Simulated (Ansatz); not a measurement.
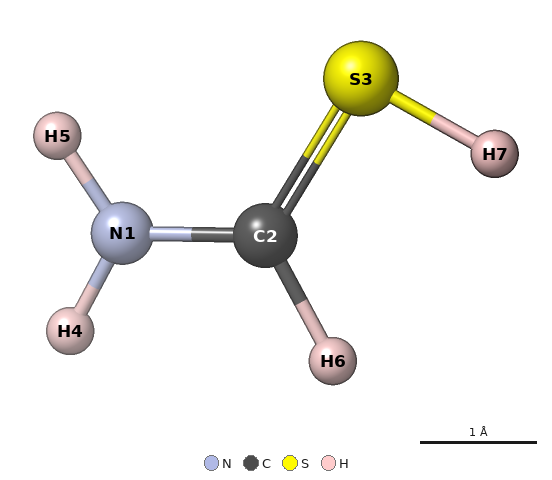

(Drawn from a calculation with Ansatz.)

Orthographic view. Atoms fade into the background with distance from the viewer. State: charge +1, singlet. Geometry: moved along internal coordinates away from the minimum.

List all interatomic distances (Å) as a matrix.

```
atom    N1    C2    S3    H4    H5    H6    H7
  N1  0.00                                    
  C2  1.29  0.00                              
  S3  2.63  1.68  0.00                        
  H4  1.01  2.01  3.56  0.00                  
  H5  1.01  2.03  2.83  1.73  0.00            
  H6  2.16  1.23  2.53  2.38  3.10  0.00      
  H7  3.49  2.24  1.35  4.25  3.96  2.42  0.00
```
